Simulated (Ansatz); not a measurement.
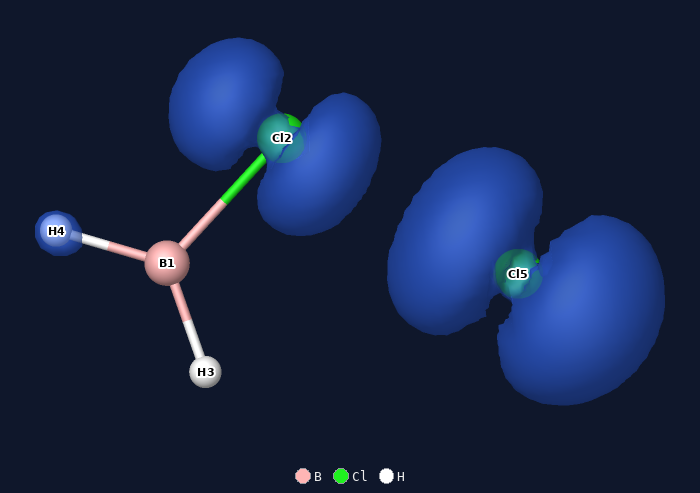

The picture shows: BClH₂···Cl (doublet). Isosurfaces of the spin density at +0.02 (blue) and −0.02 e/Å³ (red), seen across its widest extent.

Method: Ansatz, UKS revPBE-D4/6-31G*.

```xyz
5

B    -0.0687    0.0000    0.2566
Cl   -1.1283    0.0000    1.6625
H     1.1120    0.0000    0.4447
H    -0.6065    0.0000   -0.8147
Cl    0.6915    0.0000    3.8209
```

Q: Which atoms carry the spin?

A: The unpaired spin (1 electron) lies mostly on Cl5 (about 0.8) and Cl2 (about 0.2), in electrons by Hirshfeld's partition. Only one sign reaches the isovalue.
